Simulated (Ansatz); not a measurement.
## Electronic structure of ClH3HfO3 in real space

The calculation's input:

```
crystal:
  periodic: [false, false, false]
  atoms:
    - { symbol: Hf, position_ang: [0.0, 0.0, 0.0] }
    - { symbol: O, position_ang: [0.0, 0.0, 2.07] }
    - { symbol: H, position_ang: [-0.9095, -0.2814, 2.4071] }
    - { symbol: O, position_ang: [1.952, 0.0, -0.6893] }
    - { symbol: H, position_ang: [2.2684, -0.9521, -0.806] }
    - { symbol: O, position_ang: [-0.975, 1.6891, -0.6893] }
    - { symbol: H, position_ang: [-1.9328, 1.4584, -0.9117] }
    - { symbol: Cl, position_ang: [-1.1869, -2.0563, -0.8392] }
basis:
  gaussian: { orbitals: def2-SVP }
hamiltonian:
  xc: pbe0
relax:
  f_tol: 0.02
  max_steps: 40
output:
  orbitals: {}
```

Launched as:

```sh
ansatz run input.yaml --threads 2 --pin off --max-ram 3072MiB --backend cpu --events-out ev --progress --plain --runs-dir out
```

The fields are those of the run's last geometry, not of the input's.

Core potentials replace the inner electrons of Hf.

The calculation used RKS PBE0/def2-SVP in Ansatz 0.2.0.

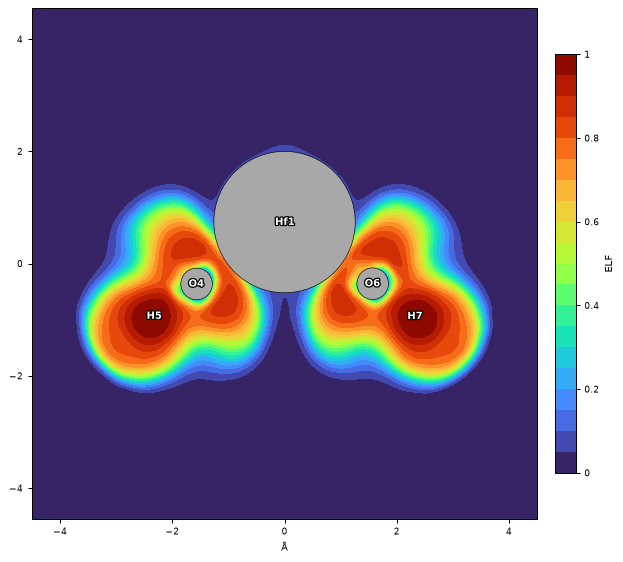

Figure 1. ELF on the plane of atoms O4, Hf1 and O6. Grey discs cover the atomic cores.

What does the map show?

Answer. Atoms in the plane: Hf, O and H.
Hf–O (1.92 Å): the ELF peaks at about 0.85 in the valence shell of O, 0.6 Å from its nucleus, and drops to about 0.15 between the two atoms.
O–H (0.95 Å): the ELF climbs to about 1 towards the hydrogen, as it does in any bond to H: a covalent bond by its length.

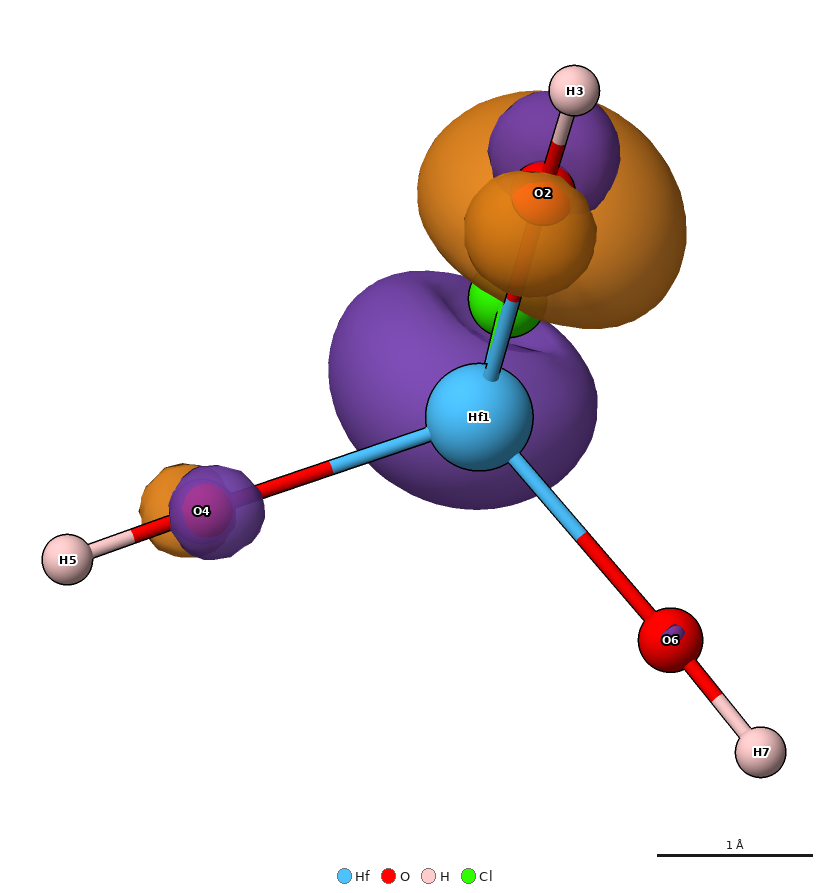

Figure 2. The HOMO at ±0.2 Å⁻³ᐟ² (orange and purple are the two phases), seen at a tilt.

Where does this orbital lie, and at what energy?

Answer. By Hirshfeld shares it lies mainly on Cl8 (about 75 %); largely a lone pair of Cl8. It is one of a degenerate set, so its orientation is arbitrary. Its energy is −8.42 eV.
